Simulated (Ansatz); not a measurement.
```xyz
8

Br    1.8800   -1.9080   -0.2593
Br   -1.6092    2.6482    2.8572
F     0.0965   -0.3374    2.2900
F     2.6930    0.9029    1.7756
F    -2.4249   -0.1613    0.8214
F     0.1722    1.0772    0.3066
Ga    1.5055   -0.1034    1.0132
Ga   -1.2364    0.8437    1.5839
```

Geometry: PBE0-D4/def2-SVP.

The calculation used Ansatz, isolated molecule in a Gaussian basis; Kohn-Sham density functional theory, functional PBE0.

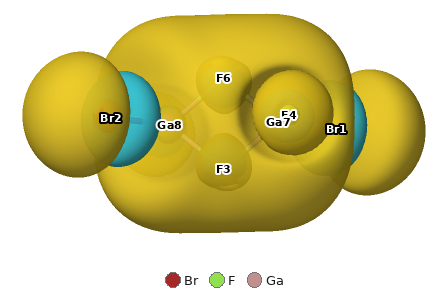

Br2F4Ga2. The LUMO at ±0.03 Å⁻³ᐟ² (yellow and cyan are the two phases), seen from one side.

**What is the character of this orbital?**

It lies mainly on Ga7 (about 25 %), Ga8 (about 25 %), Br1 (about 15 %), Br2 (about 15 %), F6 (about 5 %) and F3 (about 5 %); it is gerade (even under inversion). Its energy is −2.46 eV.
